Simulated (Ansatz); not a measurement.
# Fields on a plane of SnS (rock salt)

```
CELL_PARAMETERS angstrom
      0.00000     2.84671     2.84671
      2.84671     0.00000     2.84671
      2.84671     2.84671     0.00000
ATOMIC_POSITIONS crystal
  Sn 0.50000 0.50000 0.50000
  S  0.00000 0.00000 0.00000
```

The slice is a {111} plane (indices of the conventional cell) through the point (0.500, 0.500, 0.500) (fractional), spanned by u = [100] and v = [-1 2 0] in vectors of this cell: u (4.03 Å) and v (6.97 Å, at 90° to u). It covers one period; positions are fractions (u, v).

Atoms on it: Sn at (0.00, 0.00); Sn at (0.50, 0.50).

Level of theory: LDA (plane waves to 420 eV, PAW, scalar-relativistic; Ansatz, a quantum-chemistry and plane-wave program). k mesh 10×10×10. Inside the PAW spheres the values are not all-electron values, and peaks at nuclei hang on which shells count as valence. SnS was relaxed with its symmetry unable to fall. This is one of several known forms of SnS; the measured ambient cells at hand have space group No. 62.

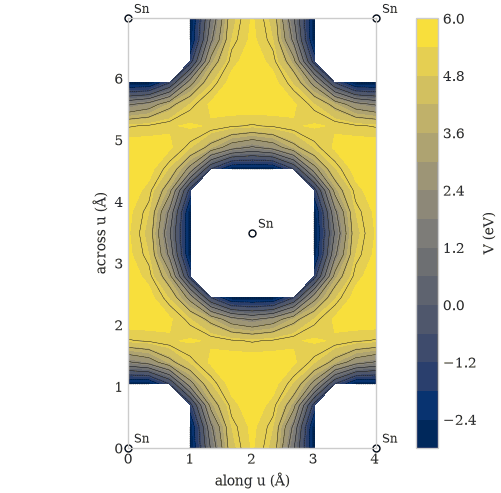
Figure. Electrostatic potential energy of an electron, from the cell's mean, in eV, one period of the plane, atoms marked. Points within 1 Å of a nucleus are left white, as the pseudised field means little there. Values under -3 eV are set to -3. The zero, the cell's mean, hangs on the PAW cores.

```
|888855331100000011335588|
|665533221100000011223355|
|332222110000000000112222|
|111100000000000000000011|
|000000000000000000000000|
|000000000011111100000000|
|000000112222332222110000|
|000011223355665533221100|
|000011335588888855331100|
|000011336699999966331100|
|000011335588888855331100|
|000011223355665533221100|
|000000112222332222110000|
|000000000011111100000000|
|000000000000000000000000|
|111100000000000000000011|
|332222110000000000112222|
|665533221100000011223355|
|888855331100000011335588|
|999966331100000011336699|
```
Scale: ten equal steps from -1.18 (start of '0') to 1.21 (end of '9'), in the order '0123456789'. Values: log₁₀ of the valence density in e/Å³. The map has 12 points along u (two characters each, u = 0 at the left) and 20 along v (v = 0 in the bottom row). The scale is logarithmic, as a density can span decades between atoms and voids.
